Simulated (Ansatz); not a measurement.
## Al: Al → Zn

Consider Al in the fcc (Cu type) structure (space group Fm-3m, No. 225; a = 3.9920 Å).

It is then changed as follows: every Al is replaced by Zn; the structure is relaxed again.

Method: r2SCAN (Ansatz, a program for electronic structure; PAW; 500 eV plane waves; no spin-orbit coupling). Settings: 21×21×21 k-points, 0.05 eV Fermi–Dirac smearing, for the changed cell.

| quantity | base | changed | shift |
|---|---|---|---|
| volume per atom | 15.90 Å³ | 14.30 Å³ | -1.609 Å³ |
| density | 2.82 g/cm³ | 7.60 g/cm³ | +4.78 g/cm³ |
| lattice parameter a | 3.992 Å | 3.853 Å | -0.139 Å |
| shortest interatomic distance | 2.823 Å | 2.724 Å | -0.099 Å |
| band gap | zero | zero | – |

Final structure:

```xyz
1
Lattice="0.0000 1.9263 1.9263 1.9263 0.0000 1.9263 1.9263 1.9263 0.0000" Properties=species:S:1:pos:R:3 pbc="T T T"
Zn     0.0000     0.0000     0.0000
```

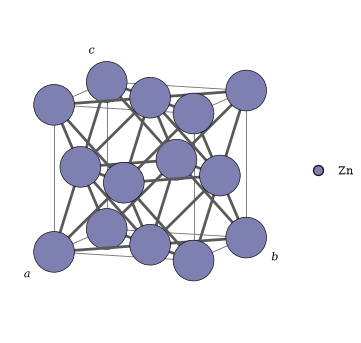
Fig. 1. The relaxed conventional cell after the change

Cost of the whole job for the changed cell (relaxation, final SCF and bands): around 30 core-seconds (rough).

No phonon test of stability was made. For Zn in this form, whether it has been made was not checked. This is not the structure that Zn has at room temperature and ambient pressure.
